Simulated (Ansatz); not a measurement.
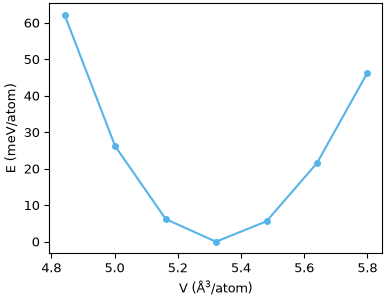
BN (rock salt, space group No. 225) under volume change, DFT-r²SCAN in the program Ansatz with PAW potentials, scaled uniformly.

**Question.** What does a third-order Birch–Murnaghan fit give for V₀, B₀ and B′?

**Answer.** V₀ = 5.32 Å³/atom, B₀ = 396 GPa, B′ = 3.9.

Space group Fm-3m (rock salt). The cell is a constructed one: a structure type filled with these elements; neither database checked (COD, Materials Project) lists it. It is not the phase usual at ambient conditions (space group No. 186, 194, 216). The r²SCAN relaxation kept the symmetry of its start; whether a distortion lowers the energy is not shown.

Potentials: the later of the program's two PAW sets.
